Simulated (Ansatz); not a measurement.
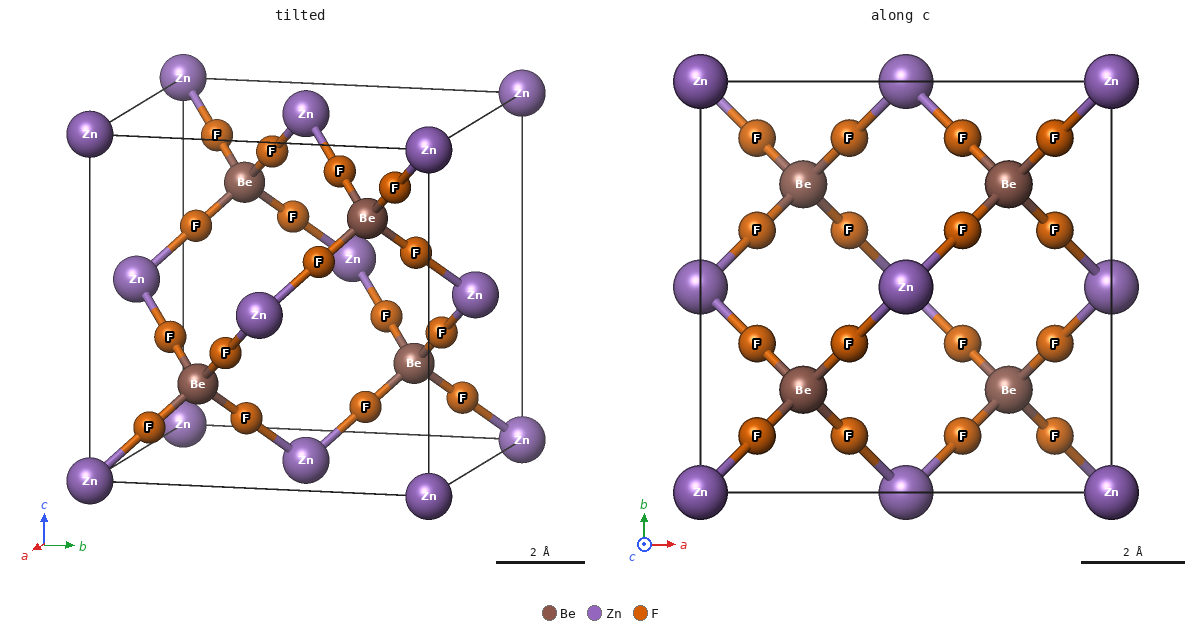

Crystal structure, ball-and-stick style, seen slightly off an axis and along the c axis. The frame is the conventional unit cell; atoms at its boundary are shown with their periodic copies.

BeZnF4, space group F-43m (No. 216), a = 8.028 Å, b = 8.028 Å, c = 8.028 Å, α = 90.00°, β = 90.00°, γ = 90.00°. The model was built from a structure type filled with these elements by a generator (whether the compound takes this form wasn't checked). Earlier steps of the study may have refined or changed the cell and positions. It went into a calculation with Ansatz.

This one geometry was computed with Ansatz (DFT, plane waves, PAW) at four levels of theory: PBEsol, r2SCAN, HSE06 and PBE.

Q: Which level gives the highest pressure at this volume, and what does that say about its equilibrium volume?

A: Highest: PBE (0.0 GPa), which points to the largest equilibrium volume. Lowest, with the smallest volume: PBEsol (-1.6 GPa), r2SCAN (-1.9 GPa) and HSE06 (-1.4 GPa). Levels within 0.5 GPa of each other can't be told apart.

Q: How does the band gap change with the level of theory?

A: PBE: a gap of 5.88 eV, indirect; PBEsol: a gap of 5.93 eV, indirect; r2SCAN: a gap of 6.70 eV, indirect; HSE06: a gap of 8.21 eV, indirect.

Q: Collect the results in a table.

A:
| level | cutoff (eV) | k-mesh of the run's cell | gap (eV) | pressure (GPa) |
| --- | --- | --- | --- | --- |
| PBEsol | 420 | 6×6×6 | 5.93 | -1.6 |
| r2SCAN | 500 | 6×6×6 | 6.70 | -1.9 |
| HSE06 | 420 | 4×4×4 | 8.21 | -1.4 |
| PBE | 420 | 6×6×6 | 5.88 | 0.0 |

Gaps are taken on the k-mesh or band path of each run.
